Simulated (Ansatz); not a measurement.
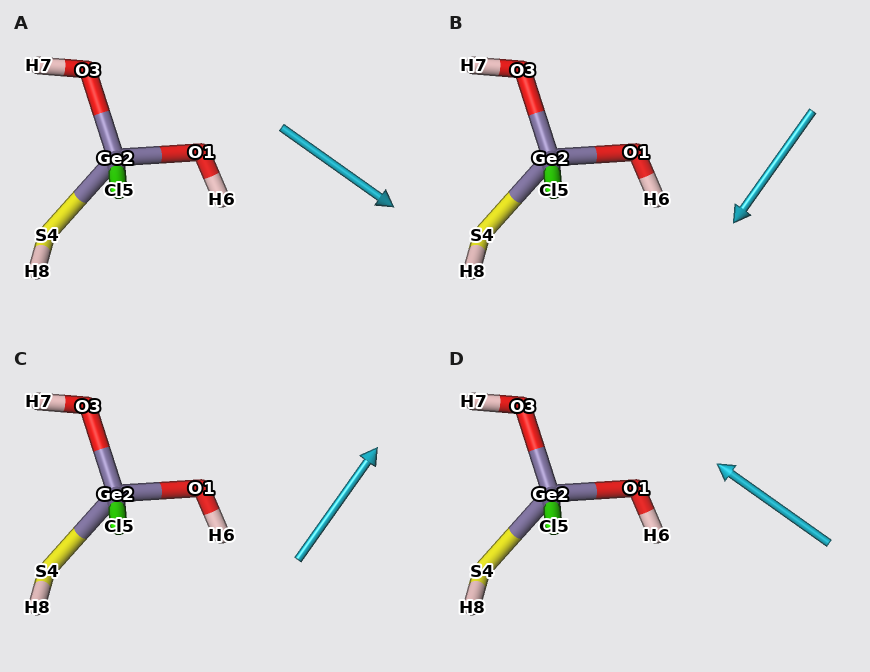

The same molecule four times, each with an arrow. The computed structure is the end point of a PBE-D4/def2-SVP optimisation. No frequency run is at hand to confirm it as a minimum. Level of theory: RKS PBE-D4/def2-SVP (Ansatz 0.2.0).

Which arrow points along the dipole moment, from the negative to the positive end?

Answer. B. The dipole moment is 2.09 D; it points from the side of O1, O3 to the side of H8 (the outermost atoms at the two ends).
